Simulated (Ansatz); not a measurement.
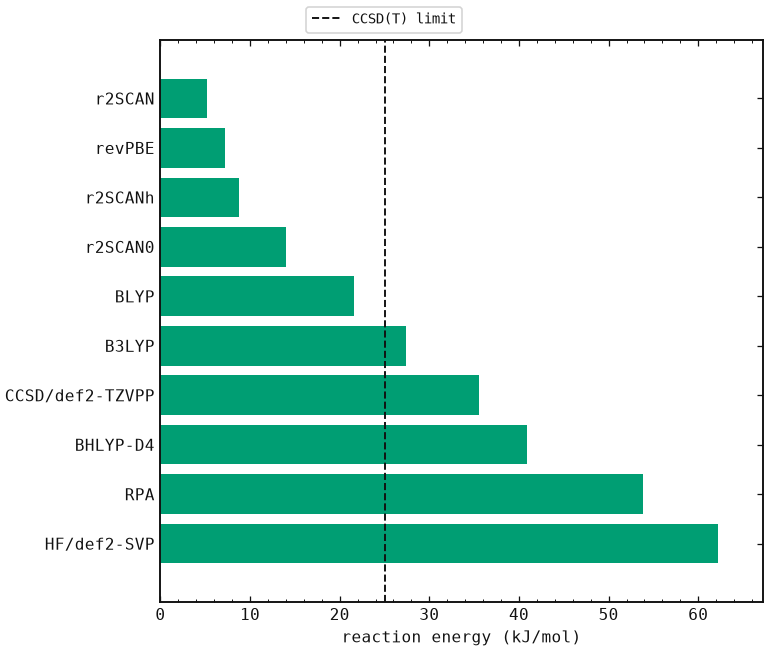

Electronic reaction energy of BN₂H₅ (NBN) + Cl ([Cl]) [doublet] → BN₂H₄ (N[B]N) [doublet] + HCl (Cl) (SMILES in brackets) at several levels (functionals in def2-TZVPP unless a basis is named), isolated molecules at PBE0-D4 triple-zeta geometries, minima by their frequencies, no zero-point or thermal terms, the Ansatz code. The line is frozen-core CCSD(T) at the basis limit (MP2 extrapolated from triple and quadruple zeta, plus CCSD(T) less MP2 in a smaller set). RPA holds a correlation term that converges slowly with the basis, so part of the distance to the limit is basis error. No dispersion term is added to r2SCAN, revPBE, r2SCANh, r2SCAN0, BLYP and B3LYP. The distance of CCSD/def2-TZVPP and HF/def2-SVP to the limit includes basis error. The limit lies 6.3 kJ/mol from CCSD(T)/def2-TZVPP, so the line itself is uncertain by a part of that.

Which level comes closest to the line (CCSD(T) limit), and which misses most?

Closest B3LYP (27.4 kJ/mol), against 25.1 kJ/mol; farthest HF/def2-SVP (62.2 kJ/mol).

Give the values.

```tsv
level	kJ/mol	less CCSD(T) limit
r2SCAN	5.2	−19.9
revPBE	7.2	−17.9
r2SCANh	8.8	−16.3
r2SCAN0	14.0	−11.1
BLYP	21.6	−3.5
B3LYP	27.4	2.2
CCSD/def2-TZVPP	35.5	10.4
BHLYP-D4	40.9	15.8
RPA	53.9	28.8
HF/def2-SVP	62.2	37.1
CCSD(T) limit	25.1	0.0
```
